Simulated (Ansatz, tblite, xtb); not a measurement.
**C3H8Ge (Ge(eta1-allyl)H3): the dipole moment, rung by rung**

C3H8Ge has 12 atoms, charge 0, and is taken as a singlet. As SMILES, `[H][Ge]([H])([H])[CH2]C=C`. Geometry: a GFN2-xTB relaxation, a rough one for these elements and not checked as a minimum. This is one conformer, not always the lowest.

```tsv
atom	x (Å)	y (Å)	z (Å)
Ge	-0.0734	-0.7107	-1.6641
C	-0.0710	-0.7708	0.3174
C	0.5108	0.4743	0.8852
C	-0.1842	1.4141	1.5007
H	0.5159	-1.6371	0.6312
H	-1.0944	-0.9104	0.6692
H	1.5790	0.5944	0.7469
H	-1.2477	1.3223	1.6522
H	0.2782	2.3082	1.8827
H	1.3100	-0.5377	-2.2060
H	-0.8958	0.4294	-2.1707
H	-0.6271	-1.9760	-2.2446
```

Quantity: the dipole moment, in D. The values are calculated.

```json
{"level": "GFN2-xTB", "kind": "semi-empirical", "program": "tblite", "value (D)": "0.72"}
{"level": "GFN1-xTB", "kind": "semi-empirical", "program": "tblite", "value (D)": "1.06"}
{"level": "GFN0-xTB", "kind": "semi-empirical", "program": "xtb", "value (D)": "0.86"}
{"level": "HF/STO-3G", "kind": "Hartree–Fock", "program": "Ansatz", "value (D)": "0.40"}
{"level": "HF/3-21G", "kind": "Hartree–Fock", "program": "Ansatz", "value (D)": "0.44"}
{"level": "HF/def2-SVP", "kind": "Hartree–Fock", "program": "Ansatz", "value (D)": "0.48"}
{"level": "HF/def2-TZVP", "kind": "Hartree–Fock", "program": "Ansatz", "value (D)": "0.52"}
{"level": "PBE/pcseg-1", "kind": "GGA", "program": "Ansatz", "value (D)": "0.44"}
{"level": "BLYP/6-31G** (spherical functions)", "kind": "GGA", "program": "Ansatz", "value (D)": "0.60"}
{"level": "B3LYP/6-31G* (spherical functions)", "kind": "global hybrid", "program": "Ansatz", "value (D)": "0.58"}
```

All-electron rows without a relativistic Hamiltonian named are non-relativistic. The values span 0.40 to 1.06 D. Magnitudes only. Sets without polarisation functions give poor dipoles.

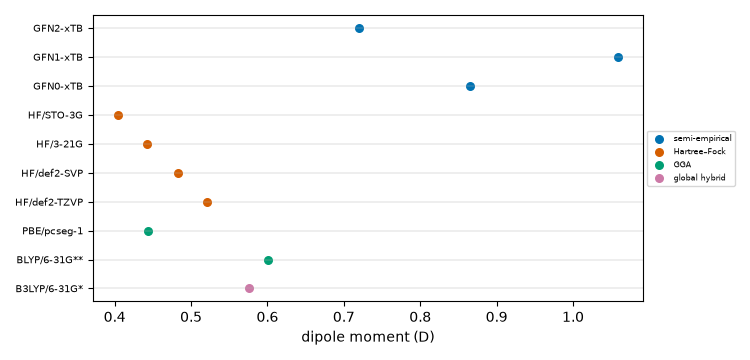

The values of the table, level by level.
